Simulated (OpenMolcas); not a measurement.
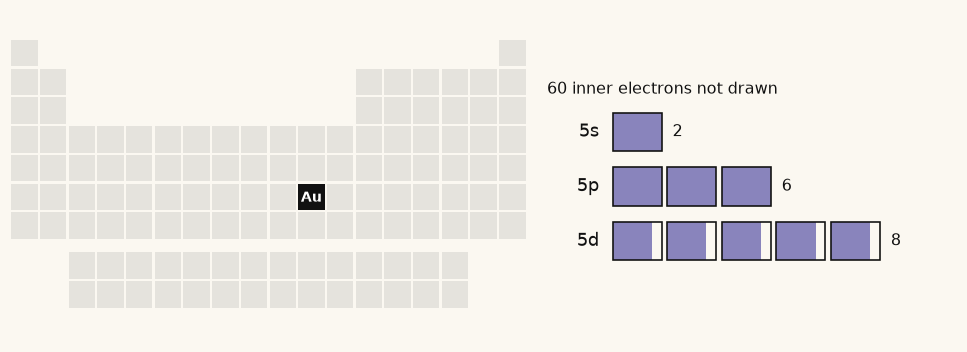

Figure 1. Left, the place of gold in the periodic table; right, the outer shells of the leading configuration of the lowest level: a box for each of the 2l + 1 orbitals, shaded by the share of the shell that is filled, with the electron count at the right.

# Au³⁺ complex: multiconfigurational calculation (part 1 of 2)

System: Au³⁺ with 8 ligands (F; cube, 2.316 Å), embedded in CaF2 by model potentials and point charges, whose field is part of the energies.
Method: state-averaged CASSCF, active space 8 electrons in the shell 5d, basis ANO-RCC-VTZP on the metal and ANO-RCC-VDZP on the ligands, DKH2 scalar Hamiltonian, spin-orbit coupling by RASSI with atomic mean-field integrals (OpenMolcas).

The program's output (extracts):
```
--- SEWARD ---
Basis set label: AU.ANO-RCC...8S7P5D3F1G.

      Electronic valence basis set:
      ------------------
      Associated Effective Charge  79.000000 au
      Associated Actual Charge     79.000000 au
      Nuclear Model: Point charge

      Shell  nPrim  nBasis  Cartesian Spherical Contaminant
         s      24       8        X
         p      21       7        X
         d      15       5                 X
         f      11       3                 X
         g       4       1                 X
                  Relativistic Douglas-Kroll-Hess integrals:
                    - DKH order of Hamiltonian: 2
                    - DKH order of Properties : 0
                  Atomic mean-field integrals
--- RASSCF ---
Wave function specifications:
      -----------------------------

      Number of closed shell electrons         148
      Number of electrons in active shells       8
      Max number of holes in RAS1 space          0
      Max nr of electrons in RAS3 space          0
      Number of inactive orbitals               74
      Number of active orbitals                  5
      Number of secondary orbitals             117
      Spin quantum number                      1.0
      State symmetry                             1
Orbital specifications:
      -----------------------

      Symmetry species                           1   2
                                                ag  au
      Frozen orbitals                            0   0
      Inactive orbitals                         35  39
      Active orbitals                            5   0
      RAS1 orbitals                              0   0
      RAS2 orbitals                              5   0
      RAS3 orbitals                              0   0
      Secondary orbitals                        58  59
      Deleted orbitals                           0   0
      Number of basis functions                 98  98
      Number of CSFs                            10
      Number of root(s) required                10
      Iter CI   SX   CI       RASSCF       Energy    max ROT     max BLB   max BLB  Level Ln srch  Step   QN
          iter iter root      energy       change     param      element    value   shift minimum  type update
 Nr of preliminary CI iterations:   1
      Total energies have been shifted. Add               -19000.00 au
        1   1   10    0  -790.53664656    0.00E+00  -6.74E-02   36  51 1  4.18E-01*  1.49   0.00    SX    NO
        2   1   10    0  -791.36436763   -8.28E-01*  3.11E-02   37  52 1  1.27E-01*  1.20   0.00    SX    NO
        3   1   10    0  -791.51725722   -1.53E-01*  2.30E-02   37  52 1  4.66E-02*  1.08   0.00    SX    NO
        4   1   10    0  -791.55395607   -3.67E-02* -1.48E-02   18  50 1  2.49E-02*  1.02   0.00    SX    NO
        5   1   10    0  -791.56700476   -1.30E-02* -1.75E-02   18  50 1  1.62E-02*  0.99   2.50    LS   YES
        6   1    9    0  -791.57417517   -7.17E-03* -7.95E-03   38  53 1 -1.20E-02*  0.96   1.27    QN   YES
        7   1    9    0  -791.57612538   -1.95E-03* -5.32E-03   38  53 1 -1.04E-02*  0.95   1.72    LS   YES
        8   1    9    0  -791.57653679   -4.11E-04* -3.58E-03   38  53 1 -9.49E-03*  0.94   1.07    QN   YES
        9   1    9    0  -791.57700038   -4.64E-04*  1.86E-03   38  59 1 -3.32E-03*  0.94   1.35    QN   YES
       10   1    8    0  -791.57710200   -1.02E-04*  1.25E-03   15  62 1 -9.13E-04*  0.95   1.15    QN   YES
       11   1    8    0  -791.57712192   -1.99E-05*  1.08E-03   38  59 1  5.60E-04*  0.94   1.87    LS   YES
       12   1    8    0  -791.57712744   -5.52E-06* -3.02E-04   11  51 2 -9.61E-04*  0.94   1.01    QN   YES
       13   1    7    0  -791.57713240   -4.96E-06* -1.64E-04   40  61 1  3.13E-04*  0.94   1.54    LS   YES
       14   1    7    0  -791.57713310   -7.04E-07* -9.69E-05   11  51 2  2.77E-04*  0.94   1.00    QN   YES
       15   1    6    0  -791.57713364   -5.34E-07* -7.68E-05   37  52 1 -9.15E-05   0.94   1.79    LS   YES
       16   1    6    0  -791.57713377   -1.29E-07* -3.22E-05   18  48 2  1.21E-04*  0.94   1.00    QN   YES
       17   1    6    0  -791.57713383   -5.98E-08* -1.24E-05   19  49 2  2.65E-05   0.94   1.41    QN   YES
       18   1    5    0  -791.57713384   -1.16E-08* -4.92E-06   17  57 2  9.22E-06   0.94   1.16    QN   YES
       19   1    4    0  -791.57713384   -4.87E-10  -3.00E-06   38  53 1 -4.94E-06   0.94   2.50    QN   YES
      Convergence after 19 iterations
       20   1    4    0  -791.57713384   -9.46E-11  -3.00E-06   38  53 1 -1.50E-06   0.94   2.50    QN   YES
      Natural orbitals and occupation numbers for root  1
      sym 1:   1.987810   2.000000   1.012190   1.012190   1.987810
      Natural orbitals and occupation numbers for root  2
      sym 1:   1.989323   1.010677   2.000000   1.010677   1.989323
      Natural orbitals and occupation numbers for root  3
      sym 1:   2.000000   1.001430   1.998570   1.001430   1.998570
::    RASSCF root number  1 Total energy: -19791.62622088
::    RASSCF root number  2 Total energy: -19791.62622088
::    RASSCF root number  3 Total energy: -19791.62622088
::    RASSCF root number  4 Total energy: -19791.58337887
::    RASSCF root number  5 Total energy: -19791.58337887
::    RASSCF root number  6 Total energy: -19791.58337887
::    RASSCF root number  7 Total energy: -19791.53577087
::    RASSCF root number  8 Total energy: -19791.53577087
::    RASSCF root number  9 Total energy: -19791.53577087
::    RASSCF root number 10 Total energy: -19791.53522651
--- RASSCF ---
Wave function specifications:
      -----------------------------

      Number of closed shell electrons         148
      Number of electrons in active shells       8
      Max number of holes in RAS1 space          0
      Max nr of electrons in RAS3 space          0
      Number of inactive orbitals               74
      Number of active orbitals                  5
      Number of secondary orbitals             117
      Spin quantum number                      0.0
      State symmetry                             1
Orbital specifications:
      -----------------------

      Symmetry species                           1   2
                                                ag  au
      Frozen orbitals                            0   0
      Inactive orbitals                         35  39
      Active orbitals                            5   0
      RAS1 orbitals                              0   0
      RAS2 orbitals                              5   0
      RAS3 orbitals                              0   0
      Secondary orbitals                        58  59
      Deleted orbitals                           0   0
      Number of basis functions                 98  98
      Number of CSFs                            15
      Number of root(s) required                15
      Iter CI   SX   CI       RASSCF       Energy    max ROT     max BLB   max BLB  Level Ln srch  Step   QN
          iter iter root      energy       change     param      element    value   shift minimum  type update
 Nr of preliminary CI iterations:   1
      Total energies have been shifted. Add               -19000.00 au
        1   1    8    0  -791.52157292    0.00E+00   8.46E-03   40  55 1 -6.04E-03*  0.98   0.00    SX    NO
        2   1    8    0  -791.52211395   -5.41E-04*  6.69E-03   40  55 1 -4.11E-03*  0.97   0.00    SX    NO
        3   1    8    0  -791.52241777   -3.04E-04*  5.34E-03   40  55 1 -2.94E-03*  0.97   0.00    SX    NO
        4   1    8    0  -791.52259583   -1.78E-04*  4.28E-03   40  55 1 -2.10E-03*  0.97   0.00    SX    NO
        5   1    8    0  -791.52270177   -1.06E-04*  6.21E-03   40  55 1 -1.55E-03*  0.97   2.50    LS   YES
        6   1    7    0  -791.52280754   -1.06E-04*  8.11E-03   24  50 1 -1.21E-03*  0.96   2.36    LS   YES
        7   1    7    0  -791.52286014   -5.26E-05*  9.95E-04   24  50 1 -1.14E-03*  0.96   1.04    QN   YES
        8   1    7    0  -791.52286322   -3.08E-06*  1.48E-03   24  50 1 -7.27E-04*  0.96   2.50    LS   YES
        9   1    7    0  -791.52286506   -1.84E-06* -5.80E-04   40  55 1  4.79E-04*  0.96   1.06    QN   YES
       10   1    7    0  -791.52286628   -1.22E-06* -3.46E-04   29  49 2 -1.30E-04*  0.96   1.16    QN   YES
       11   1    6    0  -791.52286649   -2.13E-07*  1.45E-04   24  50 1  8.96E-05   0.96   1.33    QN   YES
       12   1    6    0  -791.52286655   -5.89E-08* -9.94E-05   24  50 1  6.55E-05   0.96   1.45    QN   YES
       13   1    5    0  -791.52286657   -1.43E-08* -2.65E-05   24  50 1  3.30E-05   0.96   1.23    QN   YES
       14   1    5    0  -791.52286657   -2.07E-09  -1.09E-05   24  50 1  1.56E-05   0.96   2.50    QN   YES
      Convergence after 14 iterations
       15   1    5    0  -791.52286657   -7.71E-10  -1.09E-05   24  50 1  3.73E-06   0.96   2.50    QN   YES
      Natural orbitals and occupation numbers for root  1
      sym 1:   0.783487   1.924030   1.988480   1.315524   1.988480
      Natural orbitals and occupation numbers for root  2
      sym 1:   1.988480   0.757997   1.898540   1.366503   1.988480
      Natural orbitals and occupation numbers for root  3
      sym 1:   1.498363   0.765237   1.998935   1.742615   1.994850
::    RASSCF root number  1 Total energy: -19791.57823797
::    RASSCF root number  2 Total energy: -19791.57823797
::    RASSCF root number  3 Total energy: -19791.57230873
::    RASSCF root number  4 Total energy: -19791.57230873
::    RASSCF root number  5 Total energy: -19791.57230873
::    RASSCF root number  6 Total energy: -19791.52425273
::    RASSCF root number  7 Total energy: -19791.52425273
::    RASSCF root number  8 Total energy: -19791.52425273
::    RASSCF root number  9 Total energy: -19791.52366508
::    RASSCF root number 10 Total energy: -19791.51364652
::    RASSCF root number 11 Total energy: -19791.51364652
::    RASSCF root number 12 Total energy: -19791.51364652
::    RASSCF root number 13 Total energy: -19791.47114452
::    RASSCF root number 14 Total energy: -19791.47114452
::    RASSCF root number 15 Total energy: -19791.38994455
```

(Continued in part 2.) Outcome of the run: converged.
